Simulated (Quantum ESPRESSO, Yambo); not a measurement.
# KI (Fm-3m): G0W0 with Yambo, start to end, part 2 of 2

Aim: the G0W0 gap of KI (Fm-3m) on PBE, step by step.

Quantum ESPRESSO 7.5 and Yambo 5.3.0; PBE and many-body steps on it, plane waves. Known limits of the many-body steps: not at the basis limit; no spin-orbit coupling.

So far. Step 2 (Ground state): The gap is direct, at Γ. Step 3 (Bands along the symmetry lines): The gap is 3.968 eV, as in the run before at this level.

## (4) Empty states on the mesh, 4×4×4 mesh, 147 bands

Level of this step: DFT, PBE, plane waves, norm-conserving pseudopotentials (Quantum ESPRESSO).

The sums over transitions need many empty states on a uniform mesh; this step solves for them.

File pw.in:

```
&control
  calculation = 'nscf'
  prefix = 'x'
  outdir = 'o'
  pseudo_dir = 'pseudo'
/
&system
  ibrav = 0
  nat = 2
  ntyp = 2
  ecutwfc = 76.0
  nbnd = 147
  force_symmorphic = .true.
/
&electrons
  conv_thr = 1e-9
  electron_maxstep = 80
  diago_full_acc = .true.
  diago_thr_init = 5e-6
/
ATOMIC_SPECIES
  K 39.098 K.upf
  I 126.9 I.upf
CELL_PARAMETERS angstrom
  0.0000000000 3.5327750000 3.5327750000
  3.5327750000 0.0000000000 3.5327750000
  3.5327750000 3.5327750000 -0.0000000000
ATOMIC_POSITIONS crystal
  K 0.0000000000 0.0000000000 0.0000000000
  I 0.5000000000 0.5000000000 0.5000000000
K_POINTS automatic
  4 4 4 0 0 0
```

Launch:

```console
OMP_NUM_THREADS=1 mpirun -n 4 pw.x -nk 4 -in pw.in > pw.out
```

Output:

```text
[banner, memory and clock lines left out]
Program PWSCF v.7.5 starts

     Atomic positions and unit cell read from directory:
     o/x.save/

     Message from routine setup:
     using ibrav=0 with symmetry is DISCOURAGED, use correct ibrav instead

     G-vector sticks info

     bravais-lattice index     =            0
     lattice parameter (alat)  =       9.4413  a.u.
     unit-cell volume          =     595.0789 (a.u.)^3
     number of atoms/cell      =            2
     number of atomic types    =            2
     number of electrons       =        34.00
     number of Kohn-Sham states=          147
     kinetic-energy cutoff     =      76.0000  Ry
     charge density cutoff     =     304.0000  Ry
     Exchange-correlation= PBE
                           (   1   4   3   4   0   0   0)

     celldm(1)=   9.441258  celldm(2)=   0.000000  celldm(3)=   0.000000
     celldm(4)=   0.000000  celldm(5)=   0.000000  celldm(6)=   0.000000

     crystal axes: (cart. coord. in units of alat)
               a(1) = (   0.000000   0.707107   0.707107 )
               a(2) = (   0.707107   0.000000   0.707107 )
               a(3) = (   0.707107   0.707107  -0.000000 )

     reciprocal axes: (cart. coord. in units 2 pi/alat)
               b(1) = ( -0.707107  0.707107  0.707107 )
               b(2) = (  0.707107 -0.707107  0.707107 )
               b(3) = (  0.707107  0.707107 -0.707107 )
     Pseudo is Norm-conserving + core correction, Zval =  9.0
     Generated using ONCVPSP code by D. R. Hamann
     Using radial grid of 2222 points,  6 beta functions with:
     Pseudo is Norm-conserving + core correction, Zval = 25.0
     Generated using ONCVPSP code by D. R. Hamann
     Using radial grid of 1188 points,  8 beta functions with:
     K                 9.00    39.09800     K ( 1.00)
     I                25.00   126.90000     I ( 1.00)

     48 Sym. Ops., with inversion, found

   Cartesian axes

     site n.     atom                  positions (alat units)
         1        K      tau(   1) = (   0.0000000   0.0000000   0.0000000  )
         2        I      tau(   2) = (   0.7071068   0.7071068   0.7071068  )

     number of k points=     8
                       cart. coord. in units 2pi/alat
        k(    1) = (   0.0000000   0.0000000   0.0000000), wk =   0.0312500
        k(    2) = (   0.1767767   0.1767767  -0.1767767), wk =   0.2500000
        k(    3) = (  -0.3535534  -0.3535534   0.3535534), wk =   0.1250000
[...]
k(    7) = (  -0.7071068   0.0000000   0.0000000), wk =   0.0937500
        k(    8) = (  -0.7071068   0.3535534   0.0000000), wk =   0.1875000

     Dense  grid:    53377 G-vectors     FFT dimensions: (  54,  54,  54)

     The potential is recalculated from file :
     o/x.save/charge-density

     Starting wfcs are   18 randomized atomic wfcs +  129 random wfcs

     Band Structure Calculation

     End of band structure calculation

          k = 0.0000 0.0000 0.0000 (  6615 PWs)   bands (ev):

  -170.5835-117.4416-117.4416-117.4416 -39.8304 -39.8304 -39.8214 -39.8214
   -39.8214 -25.6599  -9.1471  -9.1471  -9.1471  -7.6826   2.8347   2.8347
     2.8347   6.8023   9.3581   9.3581   9.3581  10.0787  10.0787  12.6277
    15.5384  15.5384  15.5384  15.8454  15.8454  15.8454  17.8809  17.8809
[...]
[... 7 further rows ...]
[...]
70.8762  71.5904  71.5904

          k = 0.1768 0.1768-0.1768 (  6639 PWs)   bands (ev):

  -170.5835-117.4417-117.4416-117.4416 -39.8368 -39.8368 -39.8294 -39.8257
[...]
[... 7 further rows ...]
[...]
70.6238  70.7768  70.7768

          k =-0.3536-0.3536 0.3536 (  6658 PWs)   bands (ev):

  -170.5835-117.4418-117.4417-117.4417 -39.8399 -39.8399 -39.8382 -39.8285
[...]
41.5888  42.7574  42.7574  43.4954  43.4954  43.5600  43.5600  43.5875
     [... 7 further rows ...]
    68.8451  68.8451  69.9535  69.9830  69.9830  70.1362  71.7432  71.7432
    72.7317  72.7317  73.0523

          k = 0.3536 0.0000 0.0000 (  6643 PWs)   bands (ev):

     [... further k-points ...]

     highest occupied, lowest unoccupied level (ev):     2.8347    6.8023

     XML data file, pseudopotentials, collected wavefunctions
```

The job ended after 25 s (4 MPI ranks of Arm Neoverse V1, shared host; peak memory 0.56 GiB).

Numbers from this step:

```yaml
gap: 3.968 eV
k_of_the_valence_top: 0, 0, 0
k_of_the_conduction_bottom: 0, 0, 0
least_direct_gap: 3.968 eV
k_points_computed: 8
lowest_point_of_the_top_converged_band_above_the_valence_top: 67.9421 eV
```

On this mesh the gap is 3.968 eV.

## (5) Conversion and set-up

This step: Yambo 5.3.0; conversion and set-up on PBE, plane waves, norm-conserving pseudopotentials.

The states are converted to the many-body program's format and the q mesh is built.

Launch:

```console
(cd o/x.save; p2y > p2y.log; mv SAVE ../..); yambo > setup.log
```

Output:

```text
 Yambo, version 5.3.0

 [02] CORE Variables Setup
 =========================

  [02.01] Unit cells
  ==================

  Cell kind             :  FCC
  Atoms in the cell     :  K  I
  number of K  atoms    :  1
  number of I  atoms    :  1

  List of atomic masses
  Mass of K     :  39.09800
  Mass of I     :  126.9000

  List of atomic coordinates    : [cc]
  K1       :  0.000000  0.000000  0.000000  order 1
  I1       :  6.675977  6.675977  6.675977  order 2

  Alat factors          :  6.675977  6.675977  6.675977 [a.u.]
  Direct lattice volume :  595.0789 [a.u.]
  Direct lattice vectors:  A[ 1 ]  A[ 2 ]  A[ 3 ]
   A[ 1 ]:  0.000000  1.000000  1.000000  [iru]
   0.000000  6.675977  6.675977  [cc]
   A[ 2 ]:  1.000000  0.000000  1.000000  [iru]
   6.675977  0.000000  6.675977  [cc]
   A[ 3 ]:  1.000000  1.000000 -0.000000  [iru]
   6.675977  6.675977 -0.000000  [cc]

  Recip. lattice volume :  0.416836 [a.u.]
  Recip. lattice vectors:  B[ 1 ]  B[ 2 ]  B[ 3 ]
   B[ 1 ]: -0.500000  0.500000  0.500000  [iku]
  -0.470582  0.470582  0.470582  [cc]
   B[ 2 ]:  0.500000 -0.500000  0.500000  [iku]
   0.470582 -0.470582  0.470582  [cc]
   B[ 3 ]:  0.500000  0.500000 -0.500000  [iku]
   0.470582  0.470582 -0.470582  [cc]

  [02.02] Symmetries
  ==================

  Inversion symmetry    : yes
  Spatial inversion     : yes
  Inversion index       :  25
  K-space Time-reversal : no
  Magnetic symmetries   : no
  Group table correct   : yes
  Symmetries units      :  [cc]

   [S  1]:   1.0000      0.66965E-17  0.66965E-17  0.66965E-17   1.0000     -0.66965E-17 -0.66965E-17 -0.66965E-17   1.0000
   [S  2]:  -1.0000     -0.66965E-17  0.66965E-17 -0.66965E-17  -1.0000     -0.66965E-17  0.66965E-17  0.66965E-17   1.0000
   [S  3]:  -1.0000      0.66965E-17 -0.66965E-17 -0.66965E-17   1.0000      0.66965E-17  0.66965E-17 -0.66965E-17  -1.0000
[...]
[... 36 further rows ...]
   [S 47]:  0.66965E-17   1.0000     -0.66965E-17 -0.66965E-17  0.66965E-17  -1.0000       1.0000     -0.66965E-17  0.66965E-17
   [S 48]:  0.66965E-17  -1.0000      0.66965E-17 -0.66965E-17 -0.66965E-17   1.0000       1.0000      0.66965E-17 -0.66965E-17

  [02.03] Reciprocal space
  ========================

  nG shells         :   461
  nG charge         :   53377
  nG WFs            :   7773
  nC WFs            :   6710
  G-vecs. in first 46 shells:  [ Number ]
     1    9   15   27   51   59   65   89  113
    137   169   181   229   259   283   307   331   339
    387   411   459   531   537   561   609   645   701
[...]
1639
  ...
  Shell energy in first 46 shells:  [ mHa ]
[...]
8414.99      8857.89      9190.06      9300.78      9743.67      10075.8      10629.5      10961.6      11072.4
    11515.3      11847.4      11958.1      12733.2      12843.9      13286.8      13619.0      14172.6      14504.8
    14615.5
  ...

[...]
K/Q-points units:
  rlu = crystal or reduced units; cc = cartesian coordinates; iku = interal k-units

  K [1]          [rlu]:  0.000000  0.000000  0.000000
         WF components:   6615
  K [2]          [rlu]: -0.66843E-18 -0.66843E-18  0.25000
         WF components:   6639
  K [3]          [rlu]:  0.13369E-17  0.13369E-17 -0.50000
         WF components:   6658
  K [4]          [rlu]: -0.20426E-17  0.25000      0.25000
         WF components:   6643
  K [5]          [rlu]:  0.20221E-16  0.25000     -0.50000
         WF components:   6674
  [... 2 further k-points ...]
  K [8]          [rlu]:  0.250000 -0.500000 -0.250000
         WF components:   6652

  [02.05] Energies & Occupations
  ==============================

  [X] === General ===
  [X] Electronic Temperature                        :  0.000000  0.000000 [eV K]
  [X] Bosonic    Temperature                        :  0.000000  0.000000 [eV K]
  [X] Finite Temperature mode                       : no
  [X] El. density                                   :  0.38557E+24 [cm-3]
  [X] Fermi Level                                   :  2.834744 [eV]

  [X] === Gaps and Widths ===
  [X] Conduction Band Min                           :  3.967596 [eV]
  [X] Valence Band Max                              :  0.000000 [eV]
  [X] Filled Bands                                  :  17
  [X] Empty Bands                                   :   18  147
  [X] Direct Gap                                    :  3.967596 [eV]
  [X] Direct Gap localized at k                     :  1
  [X] Indirect Gap                                  :  3.967596 [eV]
  [X] Indirect Gap between kpts                     :  1  1
  [X] Last valence band width                       :  0.596216 [eV]
  [X] 1st conduction band width                     :  2.515619 [eV]

  E @ K [1]:  [eV]
  -173.4182 -120.2763 -120.2763 -120.2763  -42.6651  -42.6651  -42.6562  -42.6562
   -42.6562     -28.4947     -11.9819     -11.9819     -11.9819     -10.5174    -0.354233E-8 -0.234199E-8
   0.000000  3.967596  6.523315  6.523315  6.523315  7.243998  7.243998  9.792981
[...]
occ @ K [1]
[...]
E @ K [2]:  [eV]
[...]
occ @ K [2]
[...]
E @ K [3]:  [eV]
[...]
occ @ K [3]
[...]
E @ K [4]:  [eV]
[...]
occ @ K [4]
[...]
E @ K [5]:  [eV]
[...]
occ @ K [5]
[...]
[... 2 further k-points ...]
  E @ K [8]:  [eV]
[...]
occ @ K [8]
[...]
0.000000  0.000000  0.000000  0.000000  0.000000  0.000000  0.000000  0.000000
   0.000000  0.000000  0.000000  0.000000  0.000000  0.000000  0.000000  0.000000

 [03] Transferred momenta grid and indexing
 ==========================================

 IBZ Q-points                                      :   8
 BZ  Q-points                                      :   64

 K/Q-points units:
 rlu = crystal or reduced units; cc = cartesian coordinates; iku = interal k-units

 Q [1]          [rlu]:  0.000000  0.000000  0.000000
 Q [2]          [rlu]: -0.66843E-18 -0.66843E-18  0.25000
 Q [3]          [rlu]:  0.13369E-17  0.13369E-17 -0.50000
[...]
Q [7]          [rlu]:  0.40852E-17 -0.50000     -0.50000
 Q [8]          [rlu]:  0.250000 -0.500000 -0.250000

  [03.01] X indexes
  =================

   [03.01.01] Sigma indexes
   ========================

 [06] Game Over & Game summary
```

Wall time 3.5 s (1 MPI rank); peak memory 0.26 GiB.

## (6) Screening and self-energy, 4×4×4 mesh, 147 bands, screening to 149.7 eV

G0W0 replaces the xc potential by the self-energy, built once from these orbitals. Only a window of levels is corrected, while the sums run over the empty bands that the input names.

This step: G0W0 on PBE, plane waves, norm-conserving pseudopotentials.

File gw1.in:

```
HF_and_locXC
gw0
dyson
ppa
em1d
rim_cut
RandQpts= 1000000
RandGvec= 1 RL
EXXRLvcs= 76 Ry
VXCRLvcs= 304 Ry
Chimod= "HARTREE"
% BndsRnXp
 1 | 147 |
%
NGsBlkXp= 11 Ry
% LongDrXp
 1 | 1 | 1 |
%
% GbndRnge
 1 | 147 |
%
DysSolver= "n"
ExtendOut
PPAPntXp= 27.21138 eV
% QPkrange
 1 | 1 | 16 | 19 |
%
```

Launch:

```console
OMP_NUM_THREADS=1 mpirun -n 4 yambo -F gw1.in -J gw1 -C gw1 > gw1.log
```

Output:

```text
 Yambo, version 5.3.0

 [02] CORE Variables Setup
 =========================

  [... cell, symmetries and grids as in the set-up ...]

  [02.05] Energies & Occupations
  ==============================

  [X] === General ===
  [X] Electronic Temperature                        :  0.000000  0.000000 [eV K]
  [X] Bosonic    Temperature                        :  0.000000  0.000000 [eV K]
  [X] Finite Temperature mode                       : no
  [X] El. density                                   :  0.38557E+24 [cm-3]
  [X] Fermi Level                                   :  2.834744 [eV]

  [X] === Gaps and Widths ===
  [X] Conduction Band Min                           :  3.967596 [eV]
  [X] Valence Band Max                              :  0.000000 [eV]
  [X] Filled Bands                                  :  17
  [X] Empty Bands                                   :   18  147
  [X] Direct Gap                                    :  3.967596 [eV]
  [X] Direct Gap localized at k                     :  1
  [X] Indirect Gap                                  :  3.967596 [eV]
  [X] Indirect Gap between kpts                     :  1  1
  [X] Last valence band width                       :  0.596216 [eV]
  [X] 1st conduction band width                     :  2.515619 [eV]

 [03] Transferred momenta grid and indexing
 ==========================================

 IBZ Q-points                                      :   8
 BZ  Q-points                                      :   64

 K/Q-points units:
 rlu = crystal or reduced units; cc = cartesian coordinates; iku = interal k-units

 Q [1]          [rlu]:  0.000000  0.000000  0.000000
 Q [2]          [rlu]: -0.66843E-18 -0.66843E-18  0.25000
 Q [3]          [rlu]:  0.13369E-17  0.13369E-17 -0.50000
 Q [4]          [rlu]: -0.20426E-17  0.25000      0.25000
 Q [5]          [rlu]:  0.31425E-16  0.25000      0.50000
 Q [6]          [rlu]:  0.13369E-17  0.25000     -0.25000
 Q [7]          [rlu]:  0.40852E-17 -0.50000     -0.50000
 Q [8]          [rlu]:  0.250000 -0.500000 -0.250000

 [04] Coloumb potential Random Integration (RIM)
 ===============================================

  [04.01] RIM initialization
  ==========================

  * Diagonal components only detected *

  8 x (sBL volume)        :  0.052104 [a.u.]
  sBZ random points       :  1000000
  Points outside the sBZ  :   7968281
  RL volume               :  0.416836 [a.u.]
  Integrated volume       :  0.418495 [a.u.]

  [04.02] RIM integrals
  =====================

  Gamma point sphere radius             :  0.067750 [a.u.]
  Points outside the sphere             :   800476
  [Int_sBZ(q=0) 1/q^2]*(Vol_sBZ)^(-1/3) =:  7.776341
                                 should be <:  7.795600

  Summary of Coulomb integrals for non-metallic bands |Q|[au] RIM/Bare

  Q [1] 0.100000E-4 0.997530 * Q [2] 0.203768 1.068480
  Q [4] 0.235291 1.066792 * Q [6] 0.332752 1.029814
  Q [5] 0.390186 1.022655 * Q [3] 0.407536 1.020683
  Q [7] 0.470582 1.017590 * Q [8] 0.526126 1.014612

 [05] Dipoles
 ============

  [05.01] Setup: observables and procedures
  =========================================

 [06] Dynamic Dielectric Matrix (PPA)
 ====================================

 [WR./gw1//ndb.pp]---------------------------------------------------------------
  Brillouin Zone Q/K grids (IBZ/BZ)                :    8   64    8   64
  RL vectors                                       :   7799 [WF]
  Coulomb cutoff potential                         : none
  Electronic Temperature                           :  0.000000 [K]
  Bosonic    Temperature                           :  0.000000 [K]
  PPA    diel. fun.  energies                      : Perdew, Burke & Ernzerhof(X)+Perdew, Burke & Ernzerhof(C)
  wavefunctions                                    : Perdew, Burke & Ernzerhof(X)+Perdew, Burke & Ernzerhof(C)
  Global Gauge                                     : length
  X matrix size                                    :   387
  X band range                                     :    1  147
  X e/h energy range                               : -1.000000 -1.000000 [eV]
  X Time ordering                                  : R
  X Hxc Kernel                                     : HARTREE
  X Drude frequency                                :  0.000000  0.000000
  X poles                                          :  100.0000 [o/o]
  RL vectors in the sum                            :   7799
  [r,Vnl] included                                 : yes
  Field direction                                  :  0.577350E-5  0.577350E-5  0.577350E-5
  BZ energy Double Grid                            : no
  BZ energy DbGd points                            : 0
  BZ Q point size factor                           : -1.000000
  X Optical Averaged directions                    : none

 [07] Local Exchange-Correlation + Non-Local Fock
 ================================================

 [VXC] Plane waves :   53377
 [EXS] Plane waves :   6735

 QP @ state[ 1 ] K range:  1  1
 QP @ state[ 1 ] b range:  16  19

 [xc] Functional : Perdew, Burke & Ernzerhof(X)+Perdew, Burke & Ernzerhof(C)
 [xc] LIBXC used to calculate xc functional
  PP Number of Atomic Species                      :  2
  NLCC RL compoments                               :   53377
  PP Number of Atomic Species                      :  2
  NLCC RL compoments                               :   53377

 [xc] E_xc :  -26.22148 [Ha]
      E_xc :  -52.44295 [Ry]

  Local XC kind (lXC) : Perdew, Burke & Ernzerhof(X)+Perdew, Burke & Ernzerhof(C)
  Non-Local XC kind (nlXC) : Hartree-Fock

  Corrections @ K [1] :  [eV]
 <16|nlXC|16> = -16.25152  0.94330E-17 <16|lXC|16> = -13.18414  0.56645E-15
 <17|nlXC|17> = -16.25155 -0.74508E-17 <17|lXC|17> = -13.18414  0.56645E-15
 <18|nlXC|18> = -3.749258 -0.45663E-19 <18|lXC|18> = -7.190464 -0.28323E-15
 <19|nlXC|19> = -3.670630  0.55205E-18 <19|lXC|19> = -7.985013  0.70804E-16

 [08] Dyson equation: Newton solver
 ==================================

  [08.01] G0W0 (W PPA)
  ====================

  [  GW  ] Bands range     :    1  147
  [GW/PPA] G damping       :  0.100000 [eV]

  QP @ state[ 1 ] K range:  1  1
  QP @ state[ 1 ] b range:  16  19

   Sc/G bands                                       :    1  147
   Sc/G damping                                     :  0.100000 ev
   Sc bands terminator                              : no
   Sx RL components                                 :   6735

   QP @ state[ 1 ] K range                          :  1  1
   QP @ state[ 1 ] b range                          :  16  19
   GF energies kind                                 : Perdew, Burke & Ernzerhof(X)+Perdew, Burke & Ernzerhof(C)
   GF WF`s kind                                     : Perdew, Burke & Ernzerhof(X)+Perdew, Burke & Ernzerhof(C)
   Xs energies kind                                 : Perdew, Burke & Ernzerhof(X)+Perdew, Burke & Ernzerhof(C)
   Xs WF`s kind                                     : Perdew, Burke & Ernzerhof(X)+Perdew, Burke & Ernzerhof(C)

 [11] Game Over & Game summary
```

Run time: 3.7 min. Hardware: 4 MPI ranks; peak memory 2.1 GiB; 15 min of CPU time.

Numbers from this step:

```yaml
g0w0_gap_on_the_points_computed: 6.025 eV
starting_gap_on_the_mesh: 3.968 eV
k_of_the_valence_top: 0, 0, 0
k_of_the_conduction_bottom: 0, 0, 0
least_direct_g0w0_gap_on_the_computed_points: 6.025 eV
z_at_the_valence_top: 0.8264
z_at_the_conduction_bottom: 0.8632
```

The gap on the mesh goes from 3.97 eV to 6.02 eV, a correction of +2.06 eV.

Limits: finite bands, cutoff and mesh; no spin-orbit coupling. v1 is the top filled band, c1 the lowest empty one. The levels before and after the correction (eV, zero at the valence-band top of each column):

```tsv
	conduction bottom	valence top
Kohn-Sham	3.97	0.00
G0W0	6.02	0.00
```

```tsv
	level	energy (eV)
Kohn-Sham	Γ v2-v1	0.000
Kohn-Sham	Γ c1	3.968
Kohn-Sham	Γ c2	6.523
G0W0	Γ v2-v1	0.000
G0W0	Γ c1	6.025
G0W0	Γ c2	9.205
```

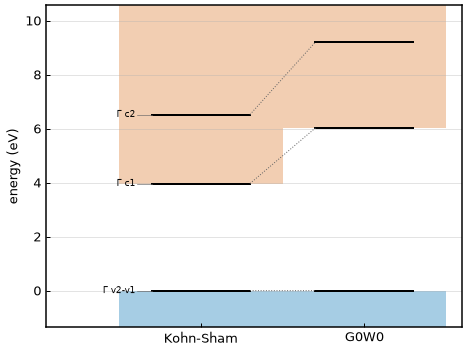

Levels before and after the correction. Shaded: valence and conduction bands.

## (7) Where the time went

Times are wall times on the hardware named with each run, good to a factor of about two.

```tsv
step	time	share	memory (GiB)
ground state	14 s	5 %	0.36
bands along the symmetry lines	16 s	6 %	0.29
empty states on the mesh	25 s	9 %	0.56
conversion and set-up	3.5 s	1 %	0.26
screening and self-energy	3.7 min	79 %	2.1
```

## (8) Results

* PBE gap: 3.97 eV, direct
* G0W0 gap on the mesh: 6.02 eV
* GW settings: 4×4×4 mesh, 147 bands, screening to 149.7 eV, Godby-Needs plasmon pole
* known limits: not at the basis limit; no spin-orbit coupling

**Reading.** G0W0 moves the gap on the mesh from 3.97 eV to 6.02 eV (+2.06 eV), with Z of 0.83 and 0.86 at the edges. Only 1 of the mesh's irreducible points was corrected, so a valley elsewhere could overtake. The dearest step here is «screening and self-energy». Bands and cutoff are finite, so the gap is not at the basis limit. The miss can reach some tenths of an eV and take either sign; the mesh is an error of its own. In the G0W0 run levels were corrected at 1 k point alone, so a gap called «on the mesh» is the least over those, and an edge elsewhere would be missed. The many-body steps are scalar-relativistic: spin-orbit coupling is not in them.

[Paths, hosts, dates, memory and timing lines, banners, echoed tables and standing remarks are left out of the program output.]

[Logs are printed without paths, hosts, clocks, repeated set-up lines and the standing remarks that a program may print on its own settings, such as how far it seeks lower states.]

[Runs of the session that timed out or met a known fault of the program may be left out.]

[Hosts, paths, dates, database ids (printed as entryN), source tags and the programs' standing remarks are cut or masked in the printed files.]
